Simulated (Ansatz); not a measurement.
**Two runs on CH₇BSi₂**

System: CH₇BSi₂, SMILES [SiH3]B1C[SiH2]1.
Method of run 1: RKS SPW92 (LDA)/def2-TZVPP (Ansatz 0.2.0).

The geometry comes from this level: PBE0-D4/def2-TZVP. Text and figures count atoms from 1; the logs count them from 0 in places.

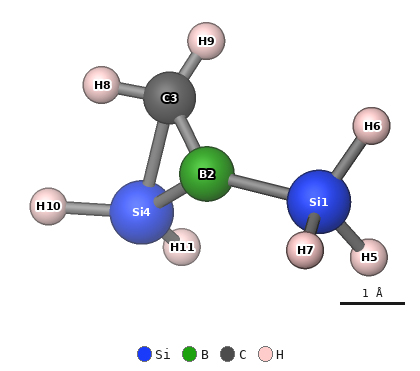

Figure 1. The input geometry (ball-and-stick view, seen at a tilt; atoms are numbered from 1 in the order of the input).

### The input, run 1
```yaml
crystal:
  periodic: [false, false, false]
  atoms:
    - {symbol: Si, position_ang: [-0.981551, 1.689564, -0.443701]}
    - {symbol: B, position_ang: [0.281862, 0.287540, 0.176278]}
    - {symbol: C, position_ang: [0.231197, -0.800340, 1.186855]}
    - {symbol: Si, position_ang: [1.121471, -1.243064, -0.585675]}
    - {symbol: H, position_ang: [-1.561148, 1.320344, -1.766283]}
    - {symbol: H, position_ang: [-2.105722, 1.945297, 0.501102]}
    - {symbol: H, position_ang: [-0.234822, 2.966562, -0.624097]}
    - {symbol: H, position_ang: [1.107817, -1.266851, 1.647297]}
    - {symbol: H, position_ang: [-0.670149, -1.047634, 1.745409]}
    - {symbol: H, position_ang: [2.381557, -1.877185, -0.137248]}
    - {symbol: H, position_ang: [0.494986, -2.031234, -1.679334]}
basis:
  gaussian: {orbitals: def2-TZVPP}
hamiltonian: {xc: lda}
output: {orbitals: {seedname: orbitals}}
```

Launched with:
```bash
ansatz run in.yaml --threads 2 --pin off --events-out ev --progress --plain --max-ram 4352MiB
```

Hardware: 2 threads of Arm Neoverse V2, 23 GiB of memory available, shared host.

### Output (run 1)
```
Functional definition: SPW92
  exchange = slater_x
  correlation = pw_c
1338 factors; their error is unknown
mean field evaluation 1: about -17486.1397 eV, gradient 7.1e1 eV
mean field evaluation 2: about -17436.1202 eV, gradient 1.3e2 eV
mean field evaluation 4: about -17498.5399 eV, gradient 1.7e1 eV
mean field evaluation 8: about -17499.5051 eV, gradient 1.1e-1 eV
mean field evaluation 16: about -17499.4655 eV, gradient 2.4e-4 eV
mean field -17499.46545644 eV, -643.0934939604 hartree, gradient 3.2e-5 eV, S^2 0.000000; 0 other end points of the search recorded, 0 dependent functions left out
reference -17499.46550284 eV, -643.0934956655 hartree; 23, 23 occupied and 221, 221 virtual orbitals, 1338 factors
Total energy: -17499.46550284 eV, -643.0934956655 hartree
```

The input of run 2 differs as follows (lines with − go, lines with + come):
```diff
-hamiltonian: {xc: lda}
+hamiltonian: {xc: {name: B97M-V}}
```

Predict how the results change.

The total energies belong to different methods, so their difference says nothing on which is more stable or more accurate. The HOMO goes from −6.01 to −6.14 eV. The LUMO goes from −2.94 to −2.61 eV.

### Output (run 2)
```
Functional definition: B97M-V
  parameter cx00 = 1.000
  parameter cx01 = 1.308
  parameter cx02 = 1.901
  parameter cx10 = 0.416
  parameter cx11 = 3.070
  parameter css00 = 1.000
  parameter css02 = -1.855
  parameter css10 = -5.668
  parameter css32 = -20.497
  parameter css42 = -20.364
  parameter cos00 = 1.000
  parameter cos01 = 1.573
  parameter cos03 = -6.298
  parameter cos10 = 2.535
  parameter cos32 = -6.427
  parameter b = 6.0
  parameter c = 0.01
  gx(w, u) = cx00 + cx01*u + cx02*u^2 + (cx10 + cx11*u)*w
  gss(w, u) = css00 + css02*u^2 + css10*w + (css32*w^3 + css42*w^4)*u^2
  gos(w, u) = cos00 + cos01*u + cos03*u^3 + cos10*w + cos32*w^3*u^2
  exchange = spin_sum(e_x_unif_s*gx(b97_w, b97_u_x))
  correlation = spin_sum(e_c_pw_mod_same_spin*gss(b97_w, b97_u_same))
      + integral(e_c_pw_mod_opposite_spin*gos(b97_w_opposite, b97_u_opposite)) + vv10(b, c)
1338 factors; their error is unknown
mean field evaluation 1: about -17569.0521 eV, gradient 5.8e1 eV
mean field evaluation 2: about -17543.9123 eV, gradient 9.9e1 eV
mean field evaluation 4: about -17577.8510 eV, gradient 8.9e0 eV
mean field evaluation 8: about -17578.1334 eV, gradient 2.9e-1 eV
mean field evaluation 16: about -17578.0932 eV, gradient 5.5e-4 eV
mean field -17578.09323922 eV, -645.9830116820 hartree, gradient 1.9e-5 eV, S^2 0.000000; 0 other end points of the search recorded, 0 dependent functions left out
reference -17578.09331321 eV, -645.9830144010 hartree; 23, 23 occupied and 221, 221 virtual orbitals, 1338 factors
Total energy: -17578.09331321 eV, -645.9830144010 hartree
```

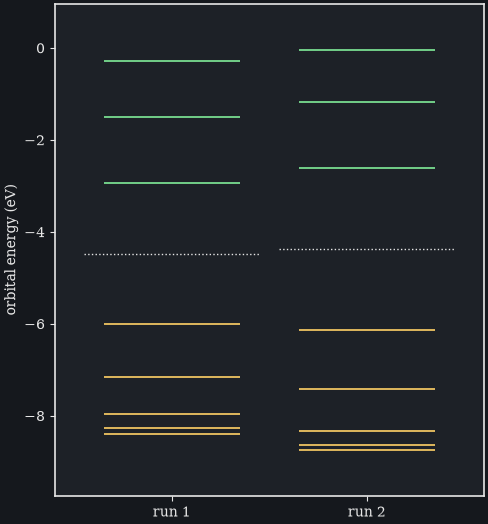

Figure 2. The five highest filled and three lowest empty orbital energies of the two runs; the dotted lines part filled from empty levels. The HOMO–LUMO gap is 3.07 eV in run 1 and 3.54 eV in run 2.

### The two runs side by side

```csv
quantity,run 1,run 2
outcome,converged,converged
total energy (hartree),−643.093496,−645.983014
HOMO (eV),−6.01,−6.14
LUMO (eV),−2.94,−2.61
basis functions,244,244
wall time (shared host),1.6 s,14 s
```
